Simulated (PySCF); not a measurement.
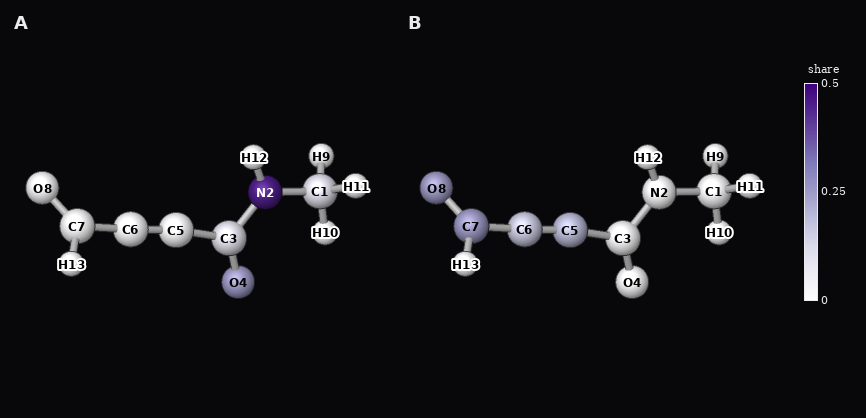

Each panel colours the atoms by their Löwdin share in one orbital (up to four of the largest shares; other atoms are shown as zero). The computed structure is the end point of a GFN2-xTB optimisation. No frequency run is at hand to confirm it as a minimum. Computed with PBE0/def2-SVPD (PySCF 2.14.0).

The panels show the HOMO, LUMO, in some order. Which is which?

A: HOMO, −8.11 eV; N2 0.45, O4 0.25, C1 0.09, C3 0.08
B: LUMO, −2.59 eV; C7 0.25, O8 0.25, C5 0.18, C6 0.15
